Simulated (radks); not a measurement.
**Ru with its nuclear charge varied continuously**

What is the energy between the elements? 44 electrons are held in [Kr] 4d7 5s1 while Z is changed in small steps.

The numbers are computed with radks (a radial shooting solver on a logarithmic mesh, Libxc functionals) version 1 (Dirac Kohn-Sham, PBE, spin-unpolarised, spherical densities, finite nucleus; open shells are shared between the two j in proportion to 2j + 1), except any that are marked as measured or tabulated.

## Step 1: What is computed

| Item | Value |
| --- | --- |
| element | ruthenium (Z = 44) |
| charge | 0 |
| electrons | 44 |
| configuration | [Kr] 4d7 5s1 |
| nuclear rms radius | 4.4809 fm |

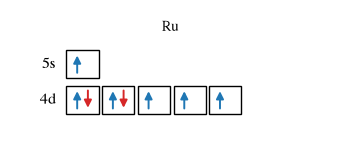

The shells outside the core, filled by Hund's rule for the drawing.

## Step 2: Z = 44

The run's settings:

```text
Z 44
configuration [Kr] 4d7 5s1
relativity Dirac
functional pbe,pbe
spin unpolarised
j_filling average
nucleus finite rms 4.4809 fm
c 137.035999084
```

## Step 3: Z = 43.75

Changes since step 2:

```diff
@@ -1,2 +1,2 @@
-Z 44
+Z 43.75
 configuration [Kr] 4d7 5s1
```

## Step 4: Z = 44.25

Changes since step 3:

```diff
@@ -1,2 +1,2 @@
-Z 43.75
+Z 44.25
 configuration [Kr] 4d7 5s1
```

## Step 5: Z = 44.5

Changes since step 4:

```diff
@@ -1,2 +1,2 @@
-Z 44.25
+Z 44.5
 configuration [Kr] 4d7 5s1
```

## Step 6: Z = 44.75

Changes since step 5:

```diff
@@ -1,2 +1,2 @@
-Z 44.5
+Z 44.75
 configuration [Kr] 4d7 5s1
```

## Step 7: Z = 45

Changes since step 6:

```diff
@@ -1,2 +1,2 @@
-Z 44.75
+Z 45
 configuration [Kr] 4d7 5s1
```

What does the calculation give? Wanted: for each run, Z; E; E(electron-nucleus)/Z; highest level; its energy; <r>.

As calculated:

```csv
Z,E (hartree),E(electron-nucleus)/Z (hartree),highest level,its energy (eV),<r> (bohr)
43.75,-4469.42581,-247.171,5s1/2,-2.635,3.584
44,-4531.46481,-249.140,5s1/2,-4.240,3.390
44.25,-4593.99554,-251.105,5s1/2,-6.004,3.227
44.5,-4657.01735,-253.069,5s1/2,-7.913,3.087
44.75,-4720.52980,-255.031,5s1/2,-9.956,2.966
45,-4784.53263,-256.992,5s1/2,-12.123,2.858
```

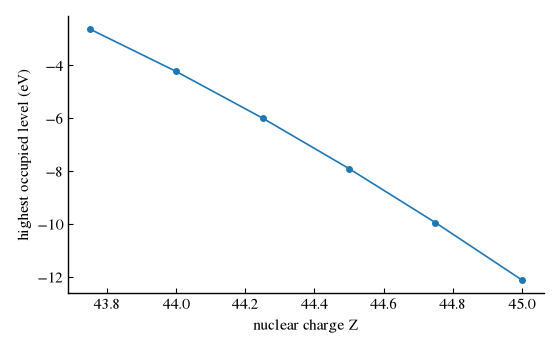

The highest occupied level against the nuclear charge.

**Reading.** At Z = 44 the central difference of E is -249.139 hartree, against -249.140 from the Hellmann-Feynman theorem. The top level goes from -2.635 eV at Z = 43.75 to -12.123 eV at Z = 45.
